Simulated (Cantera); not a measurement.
Charge: 1 mol Pb, 0.96 mol O2, 2.4 mol H2, held at 45.0 Pa.

Cantera equilibrium calculation (NASA polynomials, part measured and part estimated; ideal gas, pure solids and liquids). Candidate condensed phases: H2O, Pb, PbO, PbO2, Pb3O4; 12 gas species. Equilibrium is a limit: real reactors are often held back by kinetics, nucleation or transport.

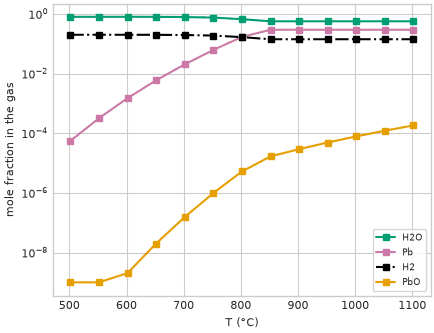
Equilibrium gas composition (values under 1e-9 drawn at 1e-9)

From 502 °C to 802 °C the condensed part is Pb(l). From 852 °C to 1102 °C nothing is condensed. The main Pb-bearing gas is Pb throughout.
